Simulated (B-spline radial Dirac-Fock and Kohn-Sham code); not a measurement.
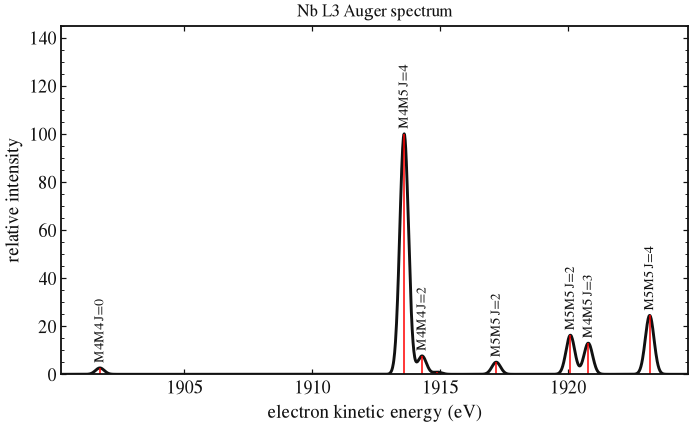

The Auger multiplet of an L3 hole with both final holes in M45, lines labelled by the leading pair of holes and J, broadened by 0.40 eV full width. Kinetic energies count from the vacuum level; very weak lines are left out. Lines are named by their largest jj component, which in light atoms can differ from the customary names. System: atomic Nb in the configuration [Kr] 4d3 5s1 5p1, which is not the ground configuration. Computed with a B-spline radial atomic code: Dirac–Fock ΔSCF energies in intermediate coupling of the two holes, Coulomb rates, valence shells as spectators.

Which line is strongest?

L3-M4M5 J=4 at 1.914 keV, 59 % of the multiplet.
